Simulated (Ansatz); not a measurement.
# CH₆AlClSi: how energies converge with the basis set

How large a basis does CH₆AlClSi need? Two functionals are run in growing sets.

Method: one geometry, several basis sets; program: Ansatz 0.2.0, Gaussian basis.

Levels to be run: PBE0-D4/def2-SVP; ωB97M-V/def2-SVP; PBE0-D4/def2-QZVPP; ωB97M-V/def2-QZVPP; the functionals' def2-TZVPP values are taken from earlier runs.

### 1 Structure used throughout

All runs share one geometry, relaxed beforehand with PBE0-D4 in a triple-zeta def2 set.

10 atoms, charge 0, spin multiplicity 1.

Atoms are counted from 1 here; the program's logs count them from 0.

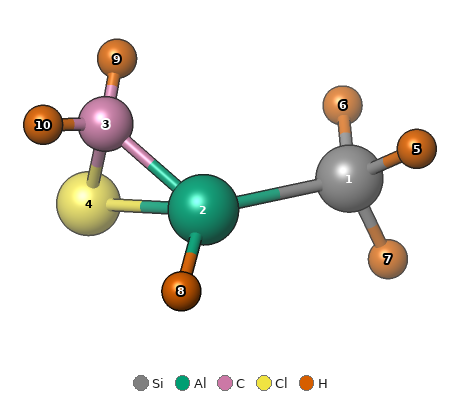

The geometry (silicon grey, aluminium teal, carbon pink, chlorine yellow, hydrogen orange); atoms are numbered from 1 in the order of the file.

### 2 PBE0-D4 in def2-SVP

in.yaml

```yaml
crystal:
  periodic: [false, false, false]
  atoms:
    - {symbol: Si, position_ang: [-1.309297, 1.376663, 0.095020]}
    - {symbol: Al, position_ang: [0.498609, -0.017186, -0.784146]}
    - {symbol: C, position_ang: [1.384544, -1.244053, 0.470037]}
    - {symbol: Cl, position_ang: [0.035341, -2.338282, -0.172143]}
    - {symbol: H, position_ang: [-0.891157, 2.805777, 0.205113]}
    - {symbol: H, position_ang: [-1.722393, 0.935492, 1.458896]}
    - {symbol: H, position_ang: [-2.521939, 1.347194, -0.772309]}
    - {symbol: H, position_ang: [1.057472, 0.016297, -2.266498]}
    - {symbol: H, position_ang: [1.234827, -1.187385, 1.545007]}
    - {symbol: H, position_ang: [2.317093, -1.745718, 0.224024]}
basis:
  gaussian: {orbitals: def2-SVP}
hamiltonian: {xc: pbe0, dispersion: d4}
output: {orbitals: {seedname: orbitals}}
```

Launch:

```sh
> ansatz run in.yaml --threads 2 --pin off --events-out ev --progress --plain --max-ram 4352MiB
```

The program printed:

```text
Functional definition: PBE0
  name "PBE0"
  cite "Adamo & Barone, J. Chem. Phys. 110, 6158 (1999) doi:10.1063/1.478522"
  cite "Perdew, Burke & Ernzerhof, Phys. Rev. Lett. 77, 3865 (1996) doi:10.1103/PhysRevLett.77.3865"
  parent pbe
  parameter a = 0.25
  parameter kappa = 0.804
  parameter beta = 0.06672455060314922
  exchange = (1 - a)*pbe_x(kappa = kappa, mu = beta*pi^2/3) + a*exact_x
  correlation = pbe_c(beta = beta)
942 factors; integrals over basis functions are off by at most 1.2e-3 eV
mean field evaluation 1: about -28106.9984 eV, gradient 3.5e1 eV
mean field evaluation 2: about -28105.1589 eV, gradient 4.3e1 eV
mean field evaluation 4: about -28110.2293 eV, gradient 1.0e0 eV
mean field evaluation 8: about -28110.3508 eV, gradient 8.1e-2 eV
mean field evaluation 16: about -28110.3508 eV, gradient 5.2e-5 eV
mean field -28110.35083056 eV, -1033.0363391429 hartree, gradient 5.2e-5 eV, S^2 0.000000; 0 other end points of the search recorded, 0 dependent functions left out
reference -28110.35086198 eV, -1033.0363402975 hartree; 28, 28 occupied and 70, 70 virtual orbitals, 942 factors
Total energy: -28110.54231971 eV, -1033.0433762392 hartree
```

Run time: 2.8 s. Hardware: 2 threads of Intel Xeon Platinum 8175M at 2.50GHz, shared host.

### 3 ωB97M-V in def2-SVP

Edit in.yaml of step 2 so:

```diff
@@ -15,3 +15,3 @@
   gaussian: {orbitals: def2-SVP}
-hamiltonian: {xc: pbe0, dispersion: d4}
+hamiltonian: {xc: {name: wB97M-V}}
 output: {orbitals: {seedname: orbitals}}
```

Launched as before.

The program printed, shortened:

```text
Functional definition: wB97M-V
  name "wB97M-V"
  cite "Mardirossian & Head-Gordon, J. Chem. Phys. 144, 214110 (2016) doi:10.1063/1.4952647"
  cite "Becke, J. Chem. Phys. 107, 8554 (1997) doi:10.1063/1.475007"
  cite "Vydrov & Van Voorhis, J. Chem. Phys. 133, 244103 (2010) doi:10.1063/1.3521275"
  # Of w^i u^j: cxij and so on, Table III.
[...]
  gx(w, u) = 1 - cx + cx01*u + cx10*w
  gss(w, u) = css00 + css04*u^4 + css10*w + css20*w^2 + css43*w^4*u^3
  gos(w, u) = cos00 + cos10*w + (cos20 + cos21*u)*w^2 + (cos60 + cos61*u)*w^6
[...]
      + integral(e_c_pw_mod_opposite_spin*gos(b97_w_opposite, b97_u_opposite)) + vv10(b, c)
942 factors; integrals over basis functions are off by at most 1.2e-3 eV
319 factors; integrals over basis functions are off by at most 8.6e-6 eV
[...]
mean field -28119.64213896 eV, -1033.3777884289 hartree, gradient 3.0e-5 eV, S^2 0.000000; 0 other end points of the search recorded, 0 dependent functions left out
reference -28119.64218774 eV, -1033.3777902213 hartree; 28, 28 occupied and 70, 70 virtual orbitals, 942 factors
Total energy: -28119.64218774 eV, -1033.3777902213 hartree
```

Run time: 10 s. Hardware: 2 threads of Intel Xeon Platinum 8175M at 2.50GHz, shared host.

### 4 PBE0-D4 in def2-QZVPP

Edit in.yaml of step 3 so:

```diff
@@ -14,4 +14,4 @@
 basis:
-  gaussian: {orbitals: def2-SVP}
-hamiltonian: {xc: {name: wB97M-V}}
+  gaussian: {orbitals: "def2-QZVPP.json"}
+hamiltonian: {xc: pbe0, dispersion: d4}
 output: {orbitals: {seedname: orbitals}}
```

Launched as before.

The program printed:

```text
Functional definition: PBE0
  name "PBE0"
  cite "Adamo & Barone, J. Chem. Phys. 110, 6158 (1999) doi:10.1063/1.478522"
  cite "Perdew, Burke & Ernzerhof, Phys. Rev. Lett. 77, 3865 (1996) doi:10.1103/PhysRevLett.77.3865"
  parent pbe
  parameter a = 0.25
  parameter kappa = 0.804
  parameter beta = 0.06672455060314922
  exchange = (1 - a)*pbe_x(kappa = kappa, mu = beta*pi^2/3) + a*exact_x
  correlation = pbe_c(beta = beta)
1703 factors; their error is unknown
mean field evaluation 1: about -28116.4719 eV, gradient 4.8e1 eV
mean field evaluation 2: about -28111.9798 eV, gradient 6.1e1 eV
mean field evaluation 4: about -28121.8764 eV, gradient 2.2e0 eV
mean field evaluation 8: about -28121.8849 eV, gradient 1.3e-1 eV
mean field evaluation 16: about -28121.9081 eV, gradient 1.0e-4 eV
mean field -28121.90806823 eV, -1033.4610597936 hartree, gradient 1.4e-5 eV, S^2 0.000000; 0 other end points of the search recorded, 0 dependent functions left out
reference -28121.90811625 eV, -1033.4610615582 hartree; 28, 28 occupied and 419, 419 virtual orbitals, 1703 factors
Total energy: -28122.09957398 eV, -1033.4680974999 hartree
```

It took 18 s on 2 threads of Intel Xeon Platinum 8175M at 2.50GHz, shared host; peak memory 1.5 GiB.

### 5 ωB97M-V in def2-QZVPP

Edit in.yaml of step 4 so:

```diff
@@ -15,3 +15,3 @@
   gaussian: {orbitals: "def2-QZVPP.json"}
-hamiltonian: {xc: pbe0, dispersion: d4}
+hamiltonian: {xc: {name: wB97M-V}}
 output: {orbitals: {seedname: orbitals}}
```

The command is unchanged.

The program printed, shortened:

```text
Functional definition: wB97M-V
  name "wB97M-V"
  cite "Mardirossian & Head-Gordon, J. Chem. Phys. 144, 214110 (2016) doi:10.1063/1.4952647"
  cite "Becke, J. Chem. Phys. 107, 8554 (1997) doi:10.1063/1.475007"
  cite "Vydrov & Van Voorhis, J. Chem. Phys. 133, 244103 (2010) doi:10.1063/1.3521275"
  # Of w^i u^j: cxij and so on, Table III.
[...]
  gx(w, u) = 1 - cx + cx01*u + cx10*w
  gss(w, u) = css00 + css04*u^4 + css10*w + css20*w^2 + css43*w^4*u^3
  gos(w, u) = cos00 + cos10*w + (cos20 + cos21*u)*w^2 + (cos60 + cos61*u)*w^6
[...]
      + integral(e_c_pw_mod_opposite_spin*gos(b97_w_opposite, b97_u_opposite)) + vv10(b, c)
1624 factors; their error is unknown
392 factors; integrals over basis functions are off by at most 1.1e-5 eV
[...]
mean field -28131.21139981 eV, -1033.8029509232 hartree, gradient 1.9e-5 eV, S^2 0.000000; 0 other end points of the search recorded, 0 dependent functions left out
reference -28131.21147538 eV, -1033.8029537004 hartree; 28, 28 occupied and 419, 419 virtual orbitals, 1624 factors
Total energy: -28131.21147538 eV, -1033.8029537004 hartree
```

It took 39 s on 2 threads of Intel Xeon Platinum 8175M at 2.50GHz, shared host; peak memory 1.8 GiB.

### 6 Density functionals: the series

The def2-TZVPP values come from earlier runs at the same geometry.

```
functional       basis  functions  energy (eV)  from the largest (eV)  HOMO (eV)  LUMO (eV)
   PBE0-D4    def2-SVP         98  -28110.5423                 11.557      -7.49      -1.00
   PBE0-D4  def2-TZVPP        241  -28121.2042                  0.895      -7.47      -1.10
   PBE0-D4  def2-QZVPP        447  -28122.0996                  0.000      -7.48      -1.18
   ωB97M-V    def2-SVP         98  -28119.6422                 11.569      -9.47       0.72
   ωB97M-V  def2-TZVPP        241  -28130.3520                  0.859      -9.48       0.53
   ωB97M-V  def2-QZVPP        447  -28131.2115                  0.000      -9.49       0.28
```

### 7 Results

```
                                       quantity           value
PBE0-D4: double and triple zeta above quadruple  11.56, 0.90 eV
ωB97M-V: double and triple zeta above quadruple  11.57, 0.86 eV
```

In words: PBE0-D4 gains 10.66 eV from double to triple zeta, then 0.90 eV more. These are total energies; as a rule much of such shifts cancels in differences, which this series doesn't test.

For PBE0-D4 the largest set took about 6 times as long as the smallest (18 s against 2.8 s).
